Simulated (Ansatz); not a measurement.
Consider C2H9GeNO (SMILES C[C](N)(O)[GeH3]).

```yaml
atoms:
  - { symbol: C, position_ang: [-1.4174, 0.5237, 0.3374] }
  - { symbol: C, position_ang: [-0.0099, 0.3866, -0.2471] }
  - { symbol: N, position_ang: [0.8342, 1.4386, 0.2835] }
  - { symbol: O, position_ang: [-0.0085, 0.5939, -1.6596] }
  - { symbol: Ge, position_ang: [0.7764, -1.4622, 0.1028] }
  - { symbol: H, position_ang: [-1.8028, 1.5381, 0.1040] }
  - { symbol: H, position_ang: [-1.4215, 0.3832, 1.4381] }
  - { symbol: H, position_ang: [-2.1050, -0.2308, -0.0963] }
  - { symbol: H, position_ang: [1.7978, 1.3395, -0.0603] }
  - { symbol: H, position_ang: [0.8615, 1.4066, 1.3086] }
  - { symbol: H, position_ang: [-0.5788, -0.0935, -2.0517] }
  - { symbol: H, position_ang: [0.7982, -1.8081, 1.6233] }
  - { symbol: H, position_ang: [2.2449, -1.4405, -0.4075] }
  - { symbol: H, position_ang: [0.0178, -2.6045, -0.6464] }
```

Computed with RKS PBE/def2-SVP in Ansatz 0.2.0.

> What can the converged electron density and electron localisation function tell about the bonding?

C–O (1.43 Å): ρ is about 2 e/Å³ halfway, with its minimum of 1.7 e/Å³ about 0.5 Å from C; the ELF peaks at about 0.95 between the atoms; a shared but strongly polarised pair.
C–N (1.45 Å): the density is about 2 e/Å³ at the midpoint; the ELF peaks at about 0.95 between the atoms: a covalent bond.
O–H (0.98 Å): ρ at the midpoint is about 3.6 e/Å³; the ELF climbs to about 1 towards the hydrogen, as it does in any bond to H (an ordinary covalent bond to hydrogen).
N–H (1.03 Å): ρ is about 2.8 e/Å³ halfway; the ELF climbs to about 1 towards the hydrogen (a covalent bond by its length).

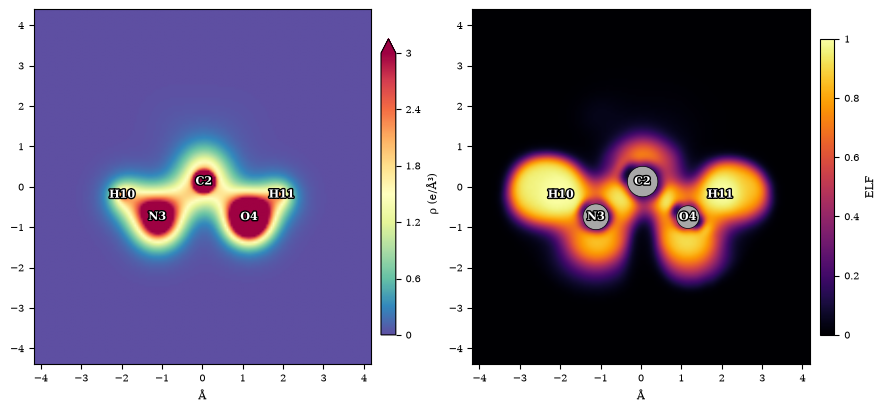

Computed electron density and electron localisation function on the plane of atoms C2, N3 and H10, in this order. Grey discs cover the atomic cores in the ELF map. 
